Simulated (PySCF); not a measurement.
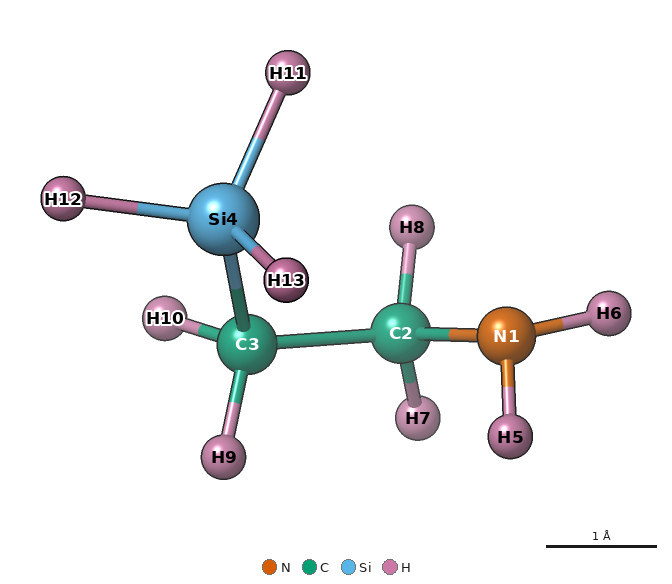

Orthographic view. Depth is shown by fading: the farther an atom, the more it takes the colour of the background. Computed geometry: PBE0-D3(BJ)/def2-SVP optimisation. No frequency run is at hand to confirm it as a minimum.

Write a MOL file (V2000) with the atoms in numerical order, bonds sorted by atom number with the orders drawn, and coordinates in the frame of the picture: x right, y up, z towards the viewer, origin at the mean position.

```
C2H9NSi
                    3D

 13 12  0  0  0  0  0  0  0  0999 V2000
    1.5700   -0.2900    0.0900 N   0  0  0  0  0  0  0  0  0  0  0  0
    0.6000   -0.2700   -0.9900 C   0  0  0  0  0  0  0  0  0  0  0  0
   -0.8000   -0.3700   -0.4100 C   0  0  0  0  0  0  0  0  0  0  0  0
   -1.0200    0.7800    1.0800 Si  0  0  0  0  0  4  0  0  0  0  0  0
    1.6100   -1.2100    0.5300 H   0  0  0  0  0  0  0  0  0  0  0  0
    2.5100   -0.0800   -0.2400 H   0  0  0  0  0  0  0  0  0  0  0  0
    0.7600   -1.0400   -1.7600 H   0  0  0  0  0  0  0  0  0  0  0  0
    0.7100    0.7100   -1.5000 H   0  0  0  0  0  0  0  0  0  0  0  0
   -1.0200   -1.4000   -0.0900 H   0  0  0  0  0  0  0  0  0  0  0  0
   -1.5600   -0.1300   -1.1800 H   0  0  0  0  0  0  0  0  0  0  0  0
   -0.4300    2.1200    0.8000 H   0  0  0  0  0  0  0  0  0  0  0  0
   -2.4900    0.9700    1.3200 H   0  0  0  0  0  0  0  0  0  0  0  0
   -0.4500    0.2200    2.3400 H   0  0  0  0  0  0  0  0  0  0  0  0
  1  2  1  0
  1  5  1  0
  1  6  1  0
  2  3  1  0
  2  7  1  0
  2  8  1  0
  3  4  1  0
  3  9  1  0
  3 10  1  0
  4 11  1  0
  4 12  1  0
  4 13  1  0
M  END
```
